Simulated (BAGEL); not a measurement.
**B3LYP/6-31G(d) (density fitting with qzvpp-jkfit, spherical functions) run of C2H4FN (SMILES C/N=C\F)**

What is the energy change on altering one bond length of C2H4FN at B3LYP/6-31G* (density fitting with qzvpp-jkfit, spherical functions)? 

Program for the calculation: BAGEL 1.2.2.

1 further run of the same task is left out (set aside as unsound or not needed). Runs told in other sessions of the task aren't counted.

**1. The molecule**

C2H4FN has 8 atoms, charge 0, and is taken as a singlet. As SMILES, `C/N=C\F`. The coordinates come from a PBE0-D4/def2-TZVP relaxation.

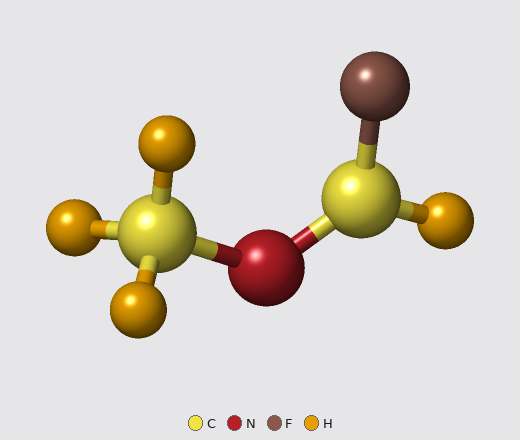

Viewed from a chosen angle; carbon yellow, nitrogen red, fluorine brown, hydrogen amber.

**2. The energy at B3LYP/6-31G(d) (density fitting with qzvpp-jkfit, spherical functions)**

dft.json

```json
{ "bagel" : [

{
  "title" : "molecule",
  "basis" : "6-31gs.json",
  "df_basis" : "qzvpp-jkfit",
  "angstrom" : true,
  "geometry" : [
    { "atom" : "C", "xyz" : [      -0.060700,       0.998200,      -0.273600 ] },
    { "atom" : "N", "xyz" : [       0.554000,      -0.017000,       0.546600 ] },
    { "atom" : "C", "xyz" : [       0.233500,      -1.209300,       0.448500 ] },
    { "atom" : "F", "xyz" : [      -0.692200,      -1.700100,      -0.401300 ] },
    { "atom" : "H", "xyz" : [      -0.798500,       0.620900,      -0.985900 ] },
    { "atom" : "H", "xyz" : [      -0.538000,       1.730000,       0.382300 ] },
    { "atom" : "H", "xyz" : [       0.725800,       1.526500,      -0.816900 ] },
    { "atom" : "H", "xyz" : [       0.668300,      -2.006400,       1.044300 ] }
  ]
},

{ "title" : "ks", "xc_func" : "b3lyp" },

{ "title" : "print", "file" : "orbitals.molden", "orbitals" : true }

]}
```

The basis set 6-31G* is read from a file made from the Basis Set Exchange's data (not shown).

Command:

```sh
BAGEL_NUM_THREADS=1 BAGEL dft.json > dft.out
```

Standard output:

```text
* using 1 threads per process

  ===============================================================
  ===============================================================

  *** Geometry ***

  { "atom" : "C", "xyz" : [     -0.114706,      1.886325,     -0.517029 ] },
  { "atom" : "N", "xyz" : [      1.046908,     -0.032125,      1.032924 ] },
  { "atom" : "C", "xyz" : [      0.441251,     -2.285246,      0.847542 ] },
  { "atom" : "F", "xyz" : [     -1.308068,     -3.212723,     -0.758347 ] },
  { "atom" : "H", "xyz" : [     -1.508946,      1.173331,     -1.863081 ] },
  { "atom" : "H", "xyz" : [     -1.016673,      3.269226,      0.722442 ] },
  { "atom" : "H", "xyz" : [      1.371563,      2.884667,     -1.543717 ] },
  { "atom" : "H", "xyz" : [      1.262904,     -3.791546,      1.973441 ] },

  Number of auxiliary basis functions:      376

  Since a DF basis is specified, we compute 2- and 3-index integrals:
    o Being stored without compression. Storage requirement is 0.012 GB

  Number of basis functions:       64
  Number of electrons      :       32

    * METHOD: MOLECULE                             0.12

  *** Kohn-Sham DFT ***

    * Removing 13880 points whose weight is below 1.00e-10
    * Grid points: 105368

  === Nuclear Repulsion ===
   118.8715891652

       - DIIS with orbital gradients will be used.

  === KS iteration (b3lyp / 6-31gs.json) ===
      0       -197.78092762          0.16794326           0.23
      1       -149.66377388          0.18602649           0.21
      2       -186.41745553          0.22738663           0.21
      3       -212.36816514          0.14467237           0.21
      4       -226.02351966          0.11270586           0.21
      5       -231.87418809          0.06412124           0.22
      6       -230.53902614          0.08686231           0.22
      7       -214.41718809          0.17310514           0.22
      8       -232.61585244          0.04570408           0.22
      9       -233.02819978          0.02391165           0.22
     10       -233.18121400          0.00293510           0.21
     11       -233.18290088          0.00176665           0.21
     12       -233.18370733          0.00037088           0.21
     13       -233.18373744          0.00011363           0.21
     14       -233.18374126          0.00001502           0.21
     15       -233.18374127          0.00001136           0.22
     16       -233.18374131          0.00000254           0.22
     17       -233.18374131          0.00000110           0.22
     18       -233.18374131          0.00000026           0.22
     19       -233.18374131          0.00000006           0.22
     20       -233.18374131          0.00000004           0.23
     21       -233.18374131          0.00000001           0.23
     22       -233.18374131          0.00000001           0.22
    * SCF iteration converged.

    * Permanent dipole moment:
           (    0.090037,    -0.019939,     0.092811) a.u.

    * METHOD: KS                                   5.48

    * METHOD: PRINT                                0.01

  ===============================================================
```

It took 6 s on 1 thread of Arm Neoverse V1, shared host; peak memory 0.32 GiB.

**3. The distorted shape at the same level**

job.json

```json
{ "bagel" : [

{
  "title" : "molecule",
  "basis" : "6-31gs.json",
  "df_basis" : "qzvpp-jkfit",
  "angstrom" : true,
  "geometry" : [
    { "atom" : "C", "xyz" : [   -0.178670,    0.918959,   -0.192109 ] },
    { "atom" : "N", "xyz" : [    0.436030,   -0.096241,    0.628091 ] },
    { "atom" : "C", "xyz" : [    0.115530,   -1.288541,    0.529991 ] },
    { "atom" : "F", "xyz" : [   -0.810170,   -1.779341,   -0.319809 ] },
    { "atom" : "H", "xyz" : [   -0.916470,    0.541659,   -0.904409 ] },
    { "atom" : "H", "xyz" : [   -0.655970,    1.650759,    0.463791 ] },
    { "atom" : "H", "xyz" : [    0.725800,    1.526500,   -0.816900 ] },
    { "atom" : "H", "xyz" : [    0.550330,   -2.085641,    1.125791 ] }
  ]
},
{
  "title" : "ks",
  "xc_func" : "b3lyp"
},
{
  "title" : "print",
  "file" : "orbitals.molden",
  "orbitals" : true
}

]}
```

The basis set 6-31G* is read from a file made from the Basis Set Exchange's data (not shown).

Command:

```sh
BAGEL_NUM_THREADS=1 BAGEL job.json > job.out
```

Standard output:

```text
* using 1 threads per process

  ===============================================================
  ===============================================================

  *** Geometry ***

  { "atom" : "C", "xyz" : [     -0.337637,      1.736581,     -0.363033 ] },
  { "atom" : "N", "xyz" : [      0.823977,     -0.181869,      1.186920 ] },
  { "atom" : "C", "xyz" : [      0.218320,     -2.434990,      1.001538 ] },
  { "atom" : "F", "xyz" : [     -1.530999,     -3.362467,     -0.604351 ] },
  { "atom" : "H", "xyz" : [     -1.731877,      1.023587,     -1.709085 ] },
  { "atom" : "H", "xyz" : [     -1.239604,      3.119482,      0.876438 ] },
  { "atom" : "H", "xyz" : [      1.371563,      2.884667,     -1.543717 ] },
  { "atom" : "H", "xyz" : [      1.039973,     -3.941290,      2.127437 ] },

  Number of auxiliary basis functions:      376

  Since a DF basis is specified, we compute 2- and 3-index integrals:
    o Being stored without compression. Storage requirement is 0.012 GB

  Number of basis functions:       64
  Number of electrons      :       32

    * METHOD: MOLECULE                             0.12

  *** Kohn-Sham DFT ***

    * Removing 13652 points whose weight is below 1.00e-10
    * Grid points: 105596

  === Nuclear Repulsion ===
   118.2552541468

       - DIIS with orbital gradients will be used.

  === KS iteration (b3lyp / 6-31gs.json) ===
      0       -197.97412213          0.16717636           0.23
      1       -150.37346309          0.18503150           0.22
      2       -187.00023889          0.22756036           0.21
      3       -212.50283457          0.14467997           0.21
      4       -225.86872883          0.11167722           0.22
      5       -231.47532854          0.06880073           0.21
      6       -230.16454373          0.09344579           0.21
      7       -212.22946051          0.17634896           0.21
      8       -232.47079483          0.04990100           0.21
      9       -232.99699351          0.02528148           0.21
     10       -233.16778340          0.00390401           0.21
     11       -233.17046208          0.00255173           0.21
     12       -233.17215379          0.00055358           0.21
     13       -233.17222094          0.00019413           0.21
     14       -233.17223169          0.00002016           0.21
     15       -233.17223168          0.00001879           0.21
     16       -233.17223178          0.00000378           0.21
     17       -233.17223178          0.00000116           0.22
     18       -233.17223178          0.00000044           0.22
     19       -233.17223178          0.00000014           0.22
     20       -233.17223178          0.00000005           0.22
     21       -233.17223178          0.00000001           0.21
     22       -233.17223178          0.00000001           0.22
     23       -233.17223178          0.00000000           0.21
    * SCF iteration converged.

    * Permanent dipole moment:
           (    0.120656,     0.018387,     0.064470) a.u.

    * METHOD: KS                                   5.62

    * METHOD: PRINT                                0.01

  ===============================================================
```

Run time: 6 s. Hardware: 1 thread of Arm Neoverse V1, shared host; peak memory 0.32 GiB.

**4. Results**

At B3LYP/6-31G* (density fitting with qzvpp-jkfit, spherical functions):

| quantity | value |
| --- | --- |
| first shape: total energy | -233.18374 Eh |
| first shape: dipole moment | 0.33 D |
| first shape: HOMO energy | -7.45 eV |
| first shape: LUMO energy | 0.37 eV |
| first shape: HOMO–LUMO gap | 7.82 eV |
| distorted shape: total energy | -233.17223 Eh |
| distorted shape: dipole moment | 0.35 D |
| distorted shape: HOMO energy | -7.47 eV |
| distorted shape: LUMO energy | 0.25 eV |
| distorted shape: HOMO–LUMO gap | 7.72 eV |
| energy change with the C1–H7 bond stretched from 1.092 to 1.256 Å | 0.313 eV |

With the C1–H7 bond stretched from 1.092 to 1.256 Å the energy rises by 0.31 eV (30.2 kJ/mol). The first shape isn't relaxed at this level, so the change isn't measured from a minimum.
